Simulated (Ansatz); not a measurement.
## Electronic structure of CH₃NSi in real space

Input

```
crystal:
  periodic: [false, false, false]
  atoms:
    - {symbol: C, position_ang: [-0.468304, -0.117290, -1.032966]}
    - {symbol: Si, position_ang: [0.160310, -0.411256, 0.458956]}
    - {symbol: N, position_ang: [1.697268, -0.150592, 1.113263]}
    - {symbol: H, position_ang: [-1.343610, -0.184181, -1.658902]}
    - {symbol: H, position_ang: [2.461097, 0.250071, 0.595790]}
    - {symbol: H, position_ang: [1.924969, -0.389704, 2.061106]}
basis:
  gaussian: {orbitals: def2-TZVPP}
hamiltonian: {xc: pbe0, dispersion: d4}
output: {orbitals: {seedname: orbitals}}
```

Run with:

```sh
ansatz run in.yaml --threads 2 --pin off --events-out ev --progress --plain --max-ram 4352MiB
```

Geometry: PBE0-D4/def2-TZVP.

Computed with RKS PBE0-D4/def2-TZVPP (Ansatz 0.2.0).

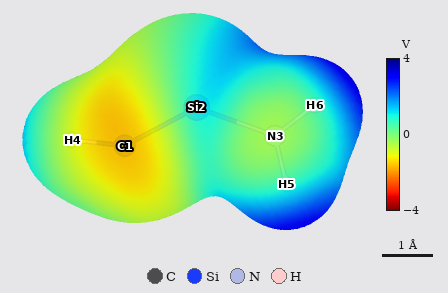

Figure 1. The electrostatic potential painted on the density surface at 0.004 e/bohr³, seen at a tilt; the colour scale runs from red (negative) to blue (positive).

> Where is the surface potential most negative and most positive?

The most negative region (about −1.7 V, or −39 kcal/mol for a unit charge) lies over C1, the most positive (about +3.2 V, or +74 kcal/mol for a unit charge) over H6.

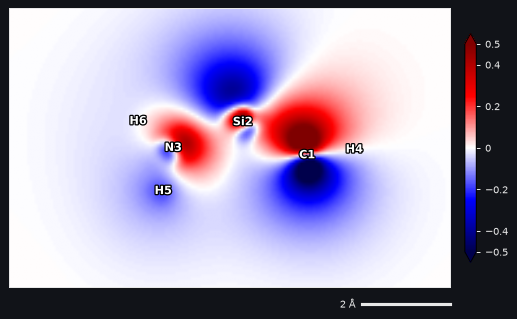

Figure 2. One frontier orbital on the molecular plane (values in Å⁻³ᐟ²; the overall sign is arbitrary).

> Which orbital is it: HOMO or LUMO?

The LUMO, at −2.80 eV. It lies mainly on Si2 (about 45 %), C1 (about 40 %) and N3 (about 5 %); it is symmetric in the molecular plane (an in-plane orbital: σ, lone-pair or in-plane π type).

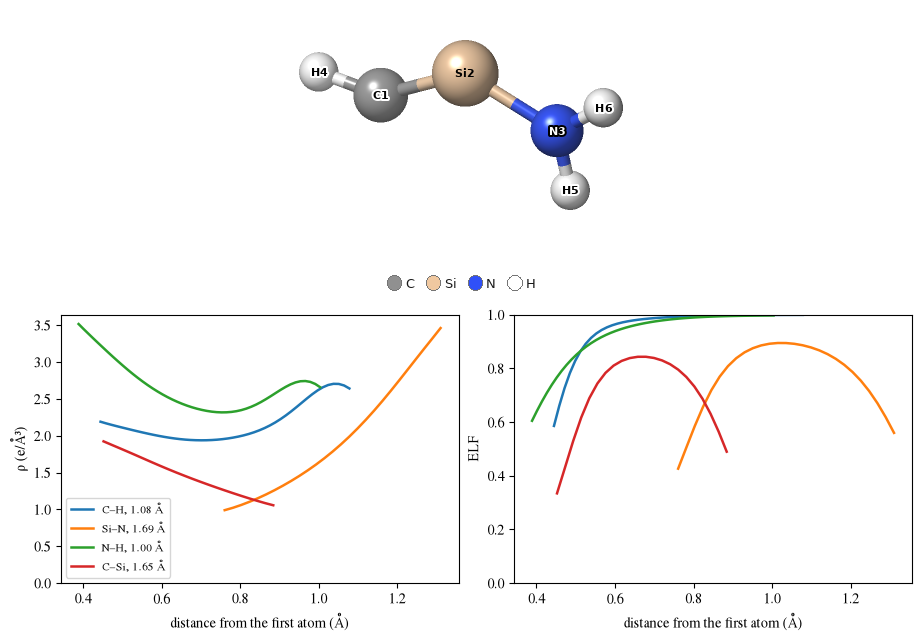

Figure 3. Electron density and electron localisation function along straight lines between neighbouring atoms. The curves leave out the atomic cores. The structure is drawn too.

> What can be read from the curves?

C–H (1.08 Å): ρ at the midpoint is about 2.1 e/Å³; the ELF climbs to about 1 towards the hydrogen, as it does in any bond to H: a covalent bond by its length.
Si–N (1.69 Å): ρ at the midpoint is about 1.2 e/Å³; the ELF peaks at about 0.90 between the atoms: a shared but strongly polarised pair.
N–H (1.00 Å): ρ is about 3 e/Å³ halfway; the ELF climbs to about 1 towards the hydrogen (a covalent bond by its length).
C–Si (1.65 Å): the density is about 1.2 e/Å³ at the midpoint; the ELF peaks at about 0.85 between the atoms, as expected for localised, covalent bonding.
